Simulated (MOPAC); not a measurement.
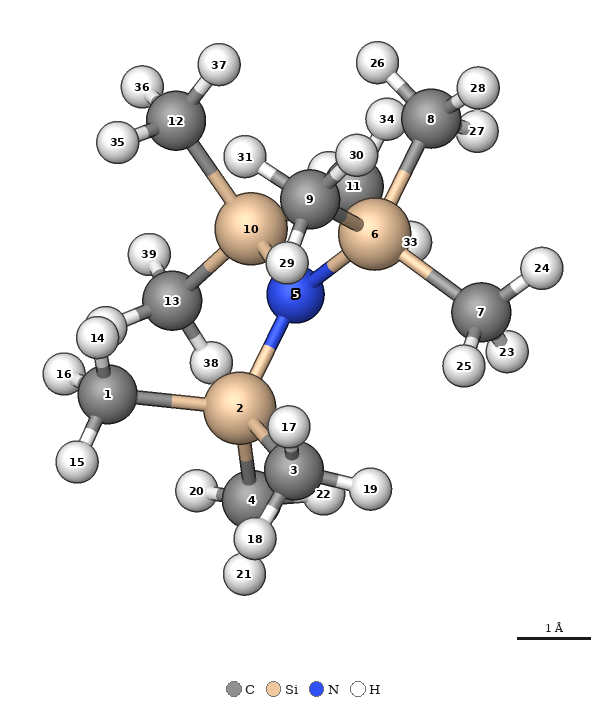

Fig. 1: The input geometry (ball-and-stick view, seen at a tilt; atoms are numbered from 1 in the order of the input).

# Single-point calculation, with input and output: C9H27NSi3 (charge +1) (part 1 of 2)

The run: single-point calculation of C9H27NSi3, charge +1, multiplicity 2. Method and program: PM7, unrestricted, dispersion built in (MOPAC 23.2.5).

The geometry was optimised with PM7.

## Output
```
MOPAC v23.2.5
PM7 CALCULATION RESULTS

 *  PM7        - The PM7 Hamiltonian to be used
 *  UHF        - UNRESTRICTED HARTREE-FOCK CALCULATION
 *
 *
 *
 *                 CHARGE ON SYSTEM = +1
 *
 *
 *
 *  1SCF       - DO 1 SCF AND THEN STOP
 *  THREADS=1  - MULTI-THREADING NOT USED
 *  AUX        - OUTPUT AUXILIARY INFORMATION
 *  DISP       - PRINT DISPERSION AND HYDROGEN BOND ENERGIES
pm7 charge=1 disp uhf 1scf aux(precision=6) t=10m threads=1
 C9H27NSi3 energy

   ATOM   CHEMICAL          X               Y               Z
  NUMBER   SYMBOL      (ANGSTROMS)     (ANGSTROMS)     (ANGSTROMS)

     1       C         -2.54390000  *  -1.32918700  *   0.79938200  *
     2      Si         -1.75515500  *   0.31452900  *   0.31682600  *
     3       C         -2.76222800  *   0.92309200  *  -1.15638400  *
     4       C         -2.12197800  *   1.57480400  *   1.67135000  *
     5       N          0.03006000  *   0.16558800  *   0.02744500  *
     6      Si          0.66497200  *   0.18370300  *  -1.67234100  *
     7       C          0.22468500  *   1.79457100  *  -2.54919600  *
     8       C          2.54076300  *   0.07845900  *  -1.83146400  *
     9       C          0.00593100  *  -1.25435700  *  -2.69886600  *
    10      Si          1.11064900  *  -0.38176600  *   1.37877400  *
    11       C          2.63946200  *   0.71433200  *   1.51664200  *
    12       C          1.67349000  *  -2.16910400  *   1.16674600  *
    13       C          0.34499200  *  -0.31135400  *   3.10037500  *
    14       H         -2.29252400  *  -2.10700000  *   0.05691300  *
    15       H         -3.64293300  *  -1.24966400  *   0.84498600  *
    16       H         -2.19984300  *  -1.68523900  *   1.78419800  *
    17       H         -2.69618500  *   0.25271200  *  -2.02965800  *
    18       H         -3.83044400  *   0.97905000  *  -0.87680300  *
    19       H         -2.45532600  *   1.93660200  *  -1.46925700  *
    20       H         -2.00859700  *   1.15334700  *   2.68313700  *
    21       H         -3.15441800  *   1.95501100  *   1.59087200  *
    22       H         -1.43879700  *   2.43868500  *   1.58246000  *
    23       H          0.31375500  *   2.64565600  *  -1.85018700  *
    24       H          0.90618400  *   1.98446300  *  -3.39570900  *
    25       H         -0.80075000  *   1.79025400  *  -2.95249900  *
    26       H          2.95705600  *  -0.85334000  *  -1.41330000  *
    27       H          3.03950100  *   0.93447900  *  -1.34371700  *
    28       H          2.82358900  *   0.10328000  *  -2.89998700  *
    29       H         -1.08075200  *  -1.18224000  *  -2.86913400  *
    30       H          0.49105700  *  -1.29823800  *  -3.68828600  *
    31       H          0.20006500  *  -2.21238100  *  -2.18507600  *
    32       H          3.08266500  *   0.65223700  *   2.52499100  *
    33       H          2.36878600  *   1.76991200  *   1.33411600  *
    34       H          3.42656200  *   0.43492600  *   0.79790600  *
    35       H          0.80098100  *  -2.83073200  *   1.02386800  *
    36       H          2.22491500  *  -2.52531600  *   2.05290400  *
    37       H          2.33536300  *  -2.29792100  *   0.29471900  *
    38       H          0.06310900  *   0.71929600  *   3.37897400  *
    39       H          1.08155400  *  -0.66004000  *   3.84756100  *
    40       H         -0.54339300  *  -0.95661500  *   3.20386500  *

          CARTESIAN COORDINATES

    NO.       ATOM           X           Y           Z

     1         C         -2.5439     -1.3292      0.7994
     2        Si         -1.7552      0.3145      0.3168
     3         C         -2.7622      0.9231     -1.1564
     4         C         -2.1220      1.5748      1.6713
     5         N          0.0301      0.1656      0.0274
     6        Si          0.6650      0.1837     -1.6723
     7         C          0.2247      1.7946     -2.5492
     8         C          2.5408      0.0785     -1.8315
     9         C          0.0059     -1.2544     -2.6989
    10        Si          1.1106     -0.3818      1.3788
    11         C          2.6395      0.7143      1.5166
    12         C          1.6735     -2.1691      1.1667
    13         C          0.3450     -0.3114      3.1004
    14         H         -2.2925     -2.1070      0.0569
    15         H         -3.6429     -1.2497      0.8450
    16         H         -2.1998     -1.6852      1.7842
    17         H         -2.6962      0.2527     -2.0297
    18         H         -3.8304      0.9790     -0.8768
    19         H         -2.4553      1.9366     -1.4693
    20         H         -2.0086      1.1533      2.6831
    21         H         -3.1544      1.9550      1.5909
    22         H         -1.4388      2.4387      1.5825
    23         H          0.3138      2.6457     -1.8502
    24         H          0.9062      1.9845     -3.3957
    25         H         -0.8008      1.7903     -2.9525
    26         H          2.9571     -0.8533     -1.4133
    27         H          3.0395      0.9345     -1.3437
    28         H          2.8236      0.1033     -2.9000
    29         H         -1.0808     -1.1822     -2.8691
    30         H          0.4911     -1.2982     -3.6883
    31         H          0.2001     -2.2124     -2.1851
    32         H          3.0827      0.6522      2.5250
    33         H          2.3688      1.7699      1.3341
    34         H          3.4266      0.4349      0.7979
    35         H          0.8010     -2.8307      1.0239
    36         H          2.2249     -2.5253      2.0529
    37         H          2.3354     -2.2979      0.2947
    38         H          0.0631      0.7193      3.3790
    39         H          1.0816     -0.6600      3.8476
    40         H         -0.5434     -0.9566      3.2039

           Empirical Formula: C9 H27 N Si3  =    40 atoms

      MOLECULAR POINT GROUP   :   C3

          UHF CALCULATION, NO. OF ALPHA ELECTRONS =   40
                           NO. OF BETA  ELECTRONS =   39

 -------------------------------------------------------------------------------
 pm7 charge=1 disp uhf 1scf aux(precision=6) t=10m threads=1
 C9H27NSi3 energy

     1SCF WAS SPECIFIED, SO BFGS WAS NOT USED
     SCF FIELD WAS ACHIEVED

                              PM7 CALCULATION

          FINAL HEAT OF FORMATION =         21.39781 KCAL/MOL =      89.52845 KJ/MOL

          TOTAL ENERGY            =     -45158.85573 KCAL/MOL = ELECTRONIC ENERGY + CORE-CORE REPULSION
          ENERGY OF ATOMS         =      45186.01011 KCAL/MOL
                              SUM =         27.15438 KCAL/MOL
          DISPERSION ENERGY       =         -5.75656 KCAL/MOL
                              SUM =         21.39781 KCAL/MOL = FINAL HEAT OF FORMATION

          TOTAL ENERGY            =      -1958.27333 EV
          ELECTRONIC ENERGY       =     -13850.75370 EV
          CORE-CORE REPULSION     =      11892.48037 EV
          COSMO AREA              =        267.93 SQUARE ANGSTROMS
          COSMO VOLUME            =        348.88 CUBIC ANGSTROMS

          IONIZATION POTENTIAL    =         14.512881 EV
          ALPHA SOMO LUMO (EV)    =        -14.513 -4.012
          BETA  SOMO LUMO (EV)    =        -14.717 -6.424
          NO. OF ALPHA ELECTRONS  =         40
          NO. OF BETA  ELECTRONS  =         39
          MOLECULAR WEIGHT        =        233.5755         POINT GROUP:  C3

          MOLECULAR DIMENSIONS (Angstroms)

            Atom       Atom       Distance
            H    39    H    24     7.71292
            H    34    H    15     7.25295
            H    31    H    22     5.89087

          SCF CALCULATIONS        =          1

          WALL-CLOCK TIME         =      0.059 SECONDS
          COMPUTATION TIME        =      0.061 SECONDS

   ATOM   CHEMICAL          X               Y               Z
  NUMBER   SYMBOL      (ANGSTROMS)     (ANGSTROMS)     (ANGSTROMS)

     1       C         -2.54390000  *  -1.32918700  *   0.79938200  *
     2      Si         -1.75515500  *   0.31452900  *   0.31682600  *
     3       C         -2.76222800  *   0.92309200  *  -1.15638400  *
     4       C         -2.12197800  *   1.57480400  *   1.67135000  *
     5       N          0.03006000  *   0.16558800  *   0.02744500  *
     6      Si          0.66497200  *   0.18370300  *  -1.67234100  *
     7       C          0.22468500  *   1.79457100  *  -2.54919600  *
     8       C          2.54076300  *   0.07845900  *  -1.83146400  *
     9       C          0.00593100  *  -1.25435700  *  -2.69886600  *
    10      Si          1.11064900  *  -0.38176600  *   1.37877400  *
    11       C          2.63946200  *   0.71433200  *   1.51664200  *
    12       C          1.67349000  *  -2.16910400  *   1.16674600  *
    13       C          0.34499200  *  -0.31135400  *   3.10037500  *
    14       H         -2.29252400  *  -2.10700000  *   0.05691300  *
    15       H         -3.64293300  *  -1.24966400  *   0.84498600  *
    16       H         -2.19984300  *  -1.68523900  *   1.78419800  *
    17       H         -2.69618500  *   0.25271200  *  -2.02965800  *
    18       H         -3.83044400  *   0.97905000  *  -0.87680300  *
    19       H         -2.45532600  *   1.93660200  *  -1.46925700  *
    20       H         -2.00859700  *   1.15334700  *   2.68313700  *
    21       H         -3.15441800  *   1.95501100  *   1.59087200  *
    22       H         -1.43879700  *   2.43868500  *   1.58246000  *
    23       H          0.31375500  *   2.64565600  *  -1.85018700  *
    24       H          0.90618400  *   1.98446300  *  -3.39570900  *
    25       H         -0.80075000  *   1.79025400  *  -2.95249900  *
    26       H          2.95705600  *  -0.85334000  *  -1.41330000  *
    27       H          3.03950100  *   0.93447900  *  -1.34371700  *
    28       H          2.82358900  *   0.10328000  *  -2.89998700  *
    29       H         -1.08075200  *  -1.18224000  *  -2.86913400  *
    30       H          0.49105700  *  -1.29823800  *  -3.68828600  *
    31       H          0.20006500  *  -2.21238100  *  -2.18507600  *
    32       H          3.08266500  *   0.65223700  *   2.52499100  *
    33       H          2.36878600  *   1.76991200  *   1.33411600  *
    34       H          3.42656200  *   0.43492600  *   0.79790600  *
    35       H          0.80098100  *  -2.83073200  *   1.02386800  *
    36       H          2.22491500  *  -2.52531600  *   2.05290400  *
    37       H          2.33536300  *  -2.29792100  *   0.29471900  *
    38       H          0.06310900  *   0.71929600  *   3.37897400  *
    39       H          1.08155400  *  -0.66004000  *   3.84756100  *
    40       H         -0.54339300  *  -0.95661500  *   3.20386500  *

                             CARTESIAN COORDINATES
```
